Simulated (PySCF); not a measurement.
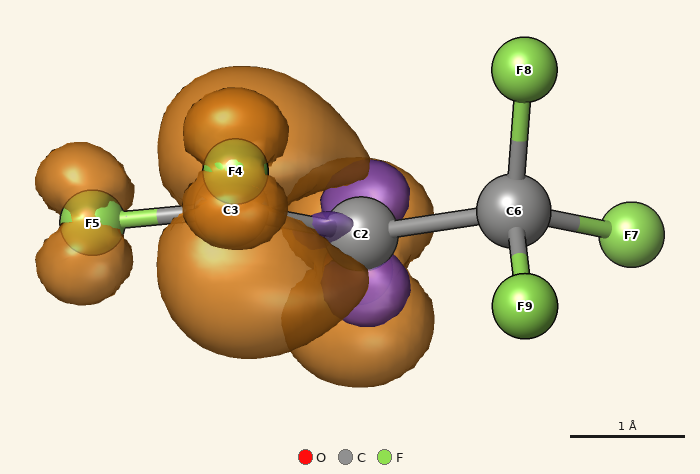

C$_{3}$F$_{5}$O (SMILES O=C([C](F)F)C(F)(F)F) (doublet). Isosurfaces of the spin density at +0.03 (orange) and −0.03 e/Å³ (purple), seen from one side.

Geometry: GFN2-xTB.

These are results of UKS B3LYP, pcH-1 on C F O, non-relativistic, mean-field spin-orbit, GIAO in PySCF, not measurements.

```
atom    x (Å)    y (Å)    z (Å)
   O  -0.0999  -1.7786  -0.6815
   C  -0.1641  -0.6441  -0.2436
   C  -1.3694   0.0387   0.0664
   F  -1.4321   1.2561   0.5377
   F  -2.5516  -0.4890  -0.0916
   C   1.1160   0.2029   0.0308
   F   2.2130  -0.4706  -0.2744
   F   1.1089   1.3326  -0.6890
   F   1.1928   0.5581   1.3200
```

Describe the spin distribution.

Answer. The unpaired spin (1 electron) lies mostly on C3 (about 0.4), O1 (about 0.3), F4 (about 0.1) and F5 (about 0.1), in electrons by Hirshfeld's partition.
